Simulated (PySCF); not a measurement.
# C2H5NO2 (SMILES N/C(O)=C\O): levels of theory compared

Aim: a comparison of 5 runs (HF/3-21G, HF/def2-SVP, B3LYP/6-31G*, BLYP/6-31+G*, SVWN5/def2-TZVP) of C2H5NO2. 

The calculation is run with PySCF 2.14.0.

## Step 1: Starting point

C2H5NO2 has 10 atoms, charge 0, and is taken as a singlet. SMILES: `N/C(O)=C\O`. Geometry: relaxed at PBE0-D4/def2-TZVP. This is one conformer, not always the lowest.

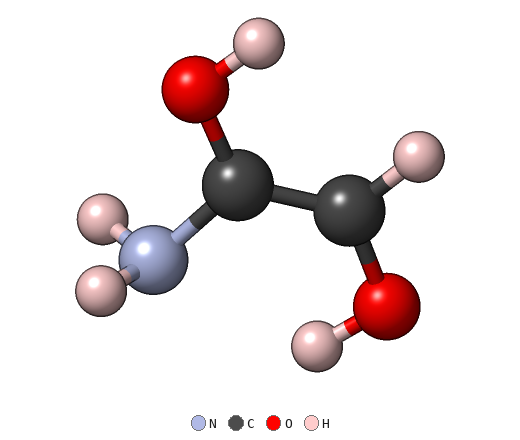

The structure, seen from a chosen angle (nitrogen light blue, carbon dark grey, oxygen red, hydrogen pink).

## Step 2: Energy and gradient at HF/3-21G (run 1)

calc.py

```python
from pyscf import gto, scf

mol = gto.Mole()
mol.atom = '''
N        0.626700       1.158600       0.097800
C        0.030700      -0.020300      -0.380800
O        0.058900      -0.172600      -1.744700
C       -0.503100      -0.882600       0.482800
O       -0.503500      -0.683100       1.824900
H        0.167300       1.983300      -0.272900
H        1.606000       1.210300      -0.160600
H       -0.366300      -1.002700      -1.981800
H       -0.978200      -1.809000       0.183000
H       -0.055400       0.166900       1.955000
'''
mol.verbose = 4
mol.basis = '3-21g'
mol.max_memory = 1860
mol.build()

hf = scf.RHF(mol)
hf.conv_tol = 1e-10
hf.kernel()
if not hf.converged:
    hf = hf.newton().run(hf.mo_coeff, hf.mo_occ)

e_final = hf.e_tot
print('E = %.10f Eh' % e_final)
grad = hf.nuc_grad_method().kernel()
hf.analyze()
```

On the command line:

```bash
OMP_NUM_THREADS=1 python calc.py
```

What it wrote:

```text
PySCF version 2.14.0

[... 87 lines left out ...]
DFT Exchange-Correlation Energy =      -35.187840921767759
[... 12 lines left out ...]
MO #11  energy= -0.749245893156658 occ= 2
[... 10 lines left out ...]
MO #22  energy= 0.254237105273064  occ= 0
[... 10 lines left out ...]
MO #33  energy= 1.04157389330027   occ= 0
[... 10 lines left out ...]
MO #44  energy= 1.58372570108672   occ= 0
[... 10 lines left out ...]
MO #55  energy= 3.71677440751445   occ= 0
[... 68 lines left out ...]
Dipole moment(X, Y, Z, Debye):  0.39331,  0.46084, -1.78205
```

It took 4.5 s on 1 thread of Intel Xeon at 2.50GHz (Skylake/Cascade Lake), shared host; peak memory 0.13 GiB.

## Step 3: Energy and forces at HF/def2-SVP (run 2)

calc.py

```python
import pyscf.grad
from pyscf import gto

system = gto.M(
    atom='''
N      1.184291     2.189437     0.184815
C      0.058015    -0.038361    -0.719608
O      0.111305    -0.326167    -3.297005
C     -0.950721    -1.667872     0.912360
O     -0.951477    -1.290872     3.448561
H      0.316151     3.747894    -0.515706
H      3.034900     2.287136    -0.303490
H     -0.692207    -1.894828    -3.745059
H     -1.848530    -3.418515     0.345820
H     -0.104691     0.315395     3.694415
''',
    unit='bohr',
    max_memory=1860,
    verbose=3,
    basis='def2-svp',
)

mf = system.RHF()
mf.conv_tol = 1e-10
mf.kernel()
if not mf.converged:
    mf = mf.newton().run(mf.mo_coeff, mf.mo_occ)

e_final = mf.e_tot
print('E = %.10f Eh' % e_final)
grad = mf.Gradients().kernel()
mf.analyze()
```

On the command line:

```bash
OMP_NUM_THREADS=1 python calc.py
```

What it wrote:

```text
converged SCF energy = -282.568594282141
[... 24 lines left out ...]
MO #15  energy= -0.588228296235842 occ= 2
[... 15 lines left out ...]
MO #31  energy= 0.621957824011471  occ= 0
[... 15 lines left out ...]
MO #47  energy= 1.22486966575962   occ= 0
[... 15 lines left out ...]
MO #63  energy= 1.92482978221086   occ= 0
[... 15 lines left out ...]
MO #79  energy= 2.93523860092376   occ= 0
[... 15 lines left out ...]
MO #95  energy= 4.22387138220513   occ= 0
[... 11 lines left out ...]
Dipole moment(X, Y, Z, Debye):  0.38992,  0.48671, -1.57058
```

Run time: 18 s. Hardware: 1 thread of Intel Xeon at 2.50GHz (Skylake/Cascade Lake), shared host; peak memory 0.2 GiB.

Run 3 isn't shown in full; the table further down has it.

## Step 4: Energy and gradient at BLYP/6-31+G(d) (spherical functions) (run 4)

run.py

```python
import pyscf.grad
from pyscf import gto, dft

mol = gto.M(
    atom='''
N    0.626700   1.158600   0.097800
C    0.030700  -0.020300  -0.380800
O    0.058900  -0.172600  -1.744700
C   -0.503100  -0.882600   0.482800
O   -0.503500  -0.683100   1.824900
H    0.167300   1.983300  -0.272900
H    1.606000   1.210300  -0.160600
H   -0.366300  -1.002700  -1.981800
H   -0.978200  -1.809000   0.183000
H   -0.055400   0.166900   1.955000
''',
    verbose=4,
    spin=0,
    max_memory=1860,
    basis='6-31+g*',
)

mf = dft.RKS(mol, xc='blyp')
mf.conv_tol = 1e-10
mf.grids.level = 5
mf.kernel()
if not mf.converged:
    mf = mf.newton().run(mf.mo_coeff, mf.mo_occ)

e_final = mf.e_tot
print('E(%s) = %.9f' % ('BLYP', e_final))
grad = mf.Gradients().kernel()
mf.analyze()
```

On the command line:

```bash
OMP_NUM_THREADS=1 python run.py
```

What it wrote:

```text
PySCF version 2.14.0

[... 113 lines left out ...]
MO #5   energy= -9.96225537781322  occ= 2
[... 18 lines left out ...]
MO #24  energy= 0.0236201221365442 occ= 0
[... 18 lines left out ...]
MO #43  energy= 0.269836630954615  occ= 0
[... 18 lines left out ...]
MO #62  energy= 0.994821133025042  occ= 0
[... 18 lines left out ...]
MO #81  energy= 1.74413014294715   occ= 0
[... 18 lines left out ...]
MO #100 energy= 3.12403516484266   occ= 0
[... 113 lines left out ...]
Dipole moment(X, Y, Z, Debye):  0.38739,  0.49076, -1.51311
```

It took 88 s on 1 thread of Intel Xeon at 2.50GHz (Skylake/Cascade Lake), shared host; peak memory 1 GiB.

## Step 5: Energy and gradient at SVWN5/def2-TZVP (run 5)

run.py

```python
import pyscf.grad
from pyscf import gto, dft

mol = gto.M(
    atom='''
N        0.626700       1.158600       0.097800
C        0.030700      -0.020300      -0.380800
O        0.058900      -0.172600      -1.744700
C       -0.503100      -0.882600       0.482800
O       -0.503500      -0.683100       1.824900
H        0.167300       1.983300      -0.272900
H        1.606000       1.210300      -0.160600
H       -0.366300      -1.002700      -1.981800
H       -0.978200      -1.809000       0.183000
H       -0.055400       0.166900       1.955000
''',
    max_memory=1860,
    verbose=3,
    charge=0,
    basis='def2-tzvp',
)

myscf = dft.RKS(mol)
myscf.xc = 'svwn'
myscf.grids.level = 5
myscf.conv_tol = 1e-10
myscf.kernel()
if not myscf.converged:
    myscf = myscf.newton().run(myscf.mo_coeff, myscf.mo_occ)

etot = myscf.e_tot
print('E = %.10f Eh' % etot)
grad = myscf.Gradients().kernel()
myscf.analyze()
```

On the command line:

```bash
OMP_NUM_THREADS=1 python run.py
```

What it wrote:

```text
converged SCF energy = -282.288512179712
[... 39 lines left out ...]
MO #30  energy= 0.195593083964989  occ= 0
[... 30 lines left out ...]
MO #61  energy= 0.952145539043922  occ= 0
[... 30 lines left out ...]
MO #92  energy= 2.02840231751911   occ= 0
[... 30 lines left out ...]
MO #123 energy= 3.07226446152752   occ= 0
[... 30 lines left out ...]
MO #154 energy= 5.14922189011455   occ= 0
[... 30 lines left out ...]
MO #185 energy= 43.6813820719574   occ= 0
[... 11 lines left out ...]
Dipole moment(X, Y, Z, Debye):  0.42122,  0.55842, -1.48089
```

Wall time 3.4 min (1 thread of Intel Xeon at 2.50GHz (Skylake/Cascade Lake), shared host); peak memory 1.8 GiB.

## Step 6: The series

```csv
run,level,Cartesian functions,integration grid,energy (Eh),dipole moment (D),HOMO energy (eV),LUMO energy (eV),wall time
1,HF/3-21G,no,–,-281.200944,1.88,-8.39,6.00,4.5 s
2,HF/def2-SVP,no,–,-282.568594,1.69,-8.56,4.71,18 s
3,B3LYP/6-31G* (Cartesian functions),yes,5,-284.370134,1.66,-5.09,1.70,62 s
4,BLYP/6-31+G* (spherical functions),no,5,-284.306532,1.64,-4.39,-0.62,88 s
5,SVWN5/def2-TZVP,no,5,-282.288512,1.64,-4.64,-0.10,3.4 min
```

## Step 7: Summary of results

| quantity | value |
| --- | --- |
| run 5: total energy | -282.28851 Eh |
| run 5: dipole moment | 1.64 D |
| run 5: HOMO energy | -4.64 eV |
| run 5: LUMO energy | -0.10 eV |
| run 5: HOMO–LUMO gap | 4.54 eV |
| run 5: largest force on an atom | 0.831 eV/Å |

The dipole moment (its size) runs from 1.64 D (BLYP/6-31+G*) to 1.88 D (HF/3-21G). The two ends differ in method and basis. The HOMO–LUMO gap runs from 3.78 eV (BLYP/6-31+G*) to 14.38 eV (HF/3-21G). Totals of different functionals can't be ranked against each other. All runs together took 6.3 min, the longest 3.4 min.
